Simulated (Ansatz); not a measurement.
**PH3 (phosphine) at BHLYP/aug-cc-pVTZ**

Aim: the electronic atomisation energy of PH3 (phosphine) at BHLYP/aug-cc-pVTZ, from 3 runs. 

The calculation is run with Ansatz 0.2.0.

## (1) The molecule

The species is PH3 (4 atoms), meant as a singlet with charge 0. As SMILES, `P`. The shape is that of a PBE0-D4/def2-TZVP optimisation.

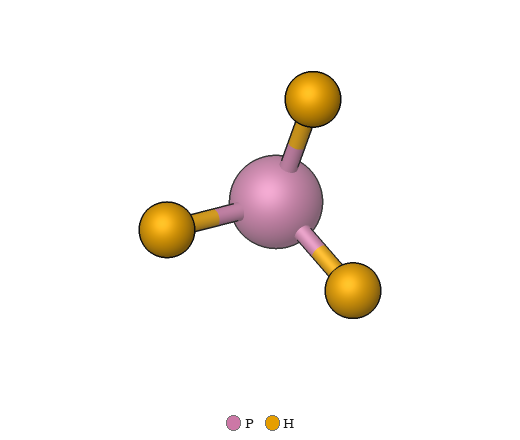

Viewed from a chosen angle; phosphorus pink, hydrogen amber.

## (2) A single-point energy at BHLYP/aug-cc-pVTZ

job.yaml reads:

```yaml
crystal:
  periodic: [false, false, false]
  atoms:
    - {symbol: P, position_ang: [0.346000, -0.326500, -0.332800]}
    - {symbol: H, position_ang: [0.630900, -0.034000, 1.027000]}
    - {symbol: H, position_ang: [-1.005500, -0.663000, -0.057200]}
    - {symbol: H, position_ang: [0.028700, 1.023500, -0.636900]}
basis:
  gaussian:
    orbitals: aug-cc-pVTZ
hamiltonian:
  xc: {name: BHLYP}
accuracy: high
output: {orbitals: {seedname: orbitals}}
```

Started as:

```bash
ansatz run job.yaml --threads 1 --pin off --max-ram 3480MiB --events-out events.jsonl --progress --plain --runs-dir runs
```

Standard output:

```text
Warning: RAYON_NUM_THREADS=1 ignored (pool sized by the plan → 1); use --threads N
Functional definition: BHLYP
  name "BHLYP"
  parameter a = 0.5
  exchange = (1 - a)*b88_x + a*exact_x
  correlation = lyp_c
1842 factors; integrals over basis functions are off by at most 3.1e-9 eV
mean field evaluation 1: about -9337.2688 eV, gradient 9.7e0 eV
mean field evaluation 2: about -9337.5467 eV, gradient 5.3e0 eV
mean field evaluation 4: about -9337.6139 eV, gradient 5.7e-1 eV
mean field evaluation 8: about -9337.6155 eV, gradient 6.0e-3 eV
mean field evaluation 16: about -9337.6155 eV, gradient 2.7e-7 eV
mean field -9337.61554336 eV, -343.1510419553 hartree, gradient 2.2e-8 eV, S^2 0.000000; 0 other end points of the search recorded, 0 dependent functions left out
reference -9337.61556859 eV, -343.1510428823 hartree; 9, 9 occupied and 110, 110 virtual orbitals, 1842 factors
Total energy: -9337.61556859 eV, -343.1510428823 hartree
```

Wall time 4.2 s (1 thread of Intel Xeon Platinum 8488C (Sapphire Rapids), shared host); peak memory 0.3 GiB.

## (3) The H atom, same level

run.yaml reads:

```yaml
crystal:
  periodic: [false, false, false]
  atoms:
    - symbol: H
      position_ang: [0.000000, 0.000000, 0.000000]
basis:
  gaussian: {orbitals: aug-cc-pVTZ}
magnetization: {spin_polarized: true, initial_magnetization: 1}
hamiltonian: {xc: {name: BHLYP}}
accuracy: high
```

Run the same way, it converges to -0.49860 Eh (log not shown).

## (4) The P atom

run.yaml reads:

```yaml
basis:
  gaussian: {orbitals: aug-cc-pVTZ}
crystal:
  periodic: [false, false, false]
  atoms:
    - {symbol: P, position_ang: [0.000000, 0.000000, 0.000000]}
magnetization: {spin_polarized: true, initial_magnetization: 3}
hamiltonian: {xc: {name: BHLYP}}
accuracy: high
```

Run the same way, it converges to -341.27465 Eh (log not shown).

## (5) What came out

At BHLYP/aug-cc-pVTZ:

```
                     quantity          value
       molecule: total energy  -343.15104 Eh
        molecule: HOMO energy       -8.94 eV
        molecule: LUMO energy        0.07 eV
      molecule: HOMO–LUMO gap        9.01 eV
         H atom: total energy    -0.49860 Eh
                 H atom: ⟨S²⟩          0.750
         P atom: total energy  -341.27465 Eh
                 P atom: ⟨S²⟩          3.751
electronic atomisation energy      10.356 eV
```

What this shows: Taking the molecule apart into free atoms costs 10.36 eV (999 kJ/mol), before zero-point energy and without spin-orbit coupling.
